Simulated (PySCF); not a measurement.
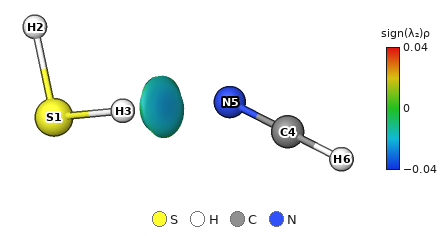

CH$_{3}$NS, SMILES `S.C#N`. Non-covalent interaction surfaces between the fragments (reduced density gradient s = 0.6, coloured by sign(λ₂)ρ in a.u.; trimmed to the region between the fragments where ρ is under 0.06 a.u.). Fragment A: H2S (atoms 1–3); fragment B: HCN.

PySCF calculation, B3LYP/def2-SVPD, gas phase; geometry: GFN2-xTB. GFN2-xTB bond lengths at metals and heavier atoms can be off by up to 0.1 Å and shapes distorted, which carries into these values.

Coordinates in Å:

```
S1      -1.7814   -0.1137    0.0001
H2      -1.9861    1.1964    0.0205
H3      -0.4625    0.0381   -0.0104
C4       2.6756   -0.1237    0.0042
N5       1.6037    0.2576   -0.0075
H6       3.6723   -0.4771    0.0151
```

### Interpret the surfaces between the fragments.

Bond critical points between the fragments: H3···N5, hydrogen bond, 2.08 Å, ρ = 0.021 a.u. It appears blue-green. The pose is a local one from a semi-empirical search, not shown to be the most stable.

### How strongly are they bound?

The counterpoise-corrected interaction energy of the frozen fragments is −0.6 kcal/mol without dispersion correction and −1.7 kcal/mol with D3(BJ). The pair geometry is semi-empirical, not a minimum at this level.
